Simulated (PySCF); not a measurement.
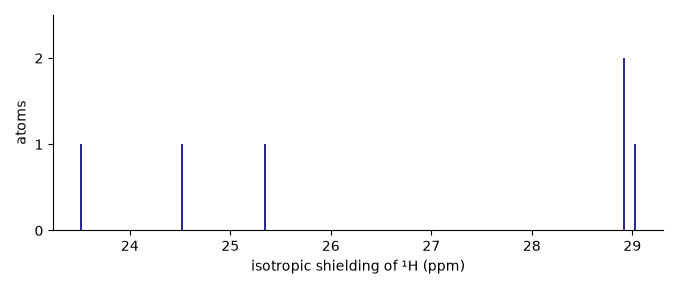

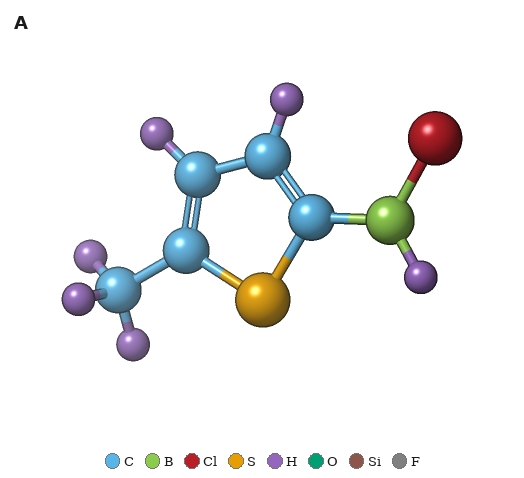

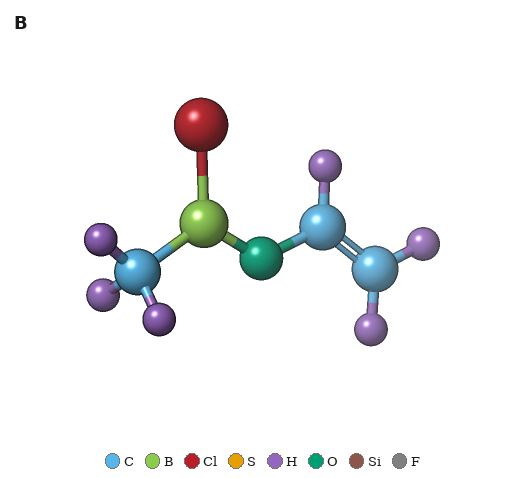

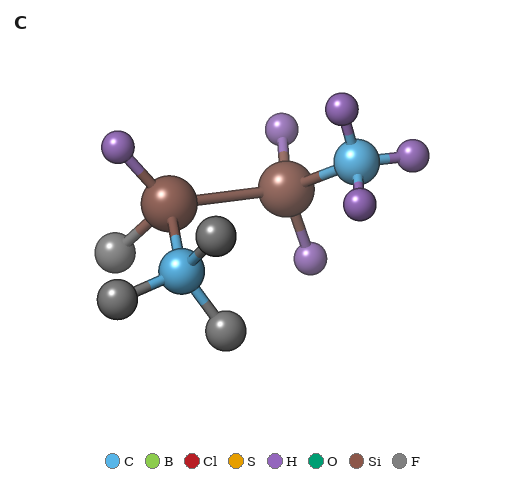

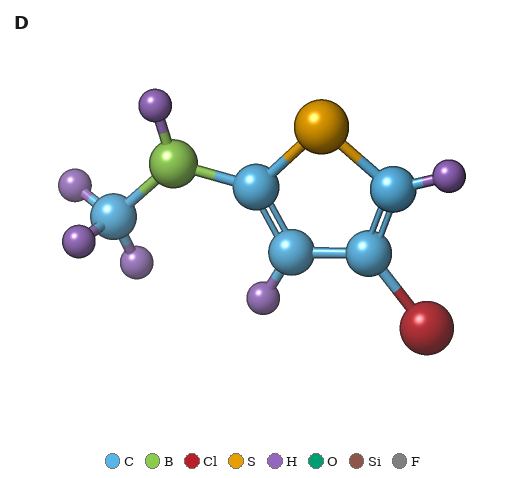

The sticks are computed shieldings of one of the molecules, for one fixed geometry (GFN2-xTB) without averaging over rotations. Low shielding means a high chemical shift. Method: GIAO PBE0/pcSseg-1 NMR shielding, non-relativistic, gas phase (PySCF 2.14.0).

### Match the spectrum to a structure.

A, `Cc1ccc(BCl)s1`. Its 6 H atoms give lines at 23.51, 24.52, 25.35, 28.91 (2 atoms), 29.03 ppm.

The geometry is semi-empirical. Around B, Si such bond lengths and angles can be off by a tenth of an ångström or more and by several degrees, and values that hang on the shape move with them.
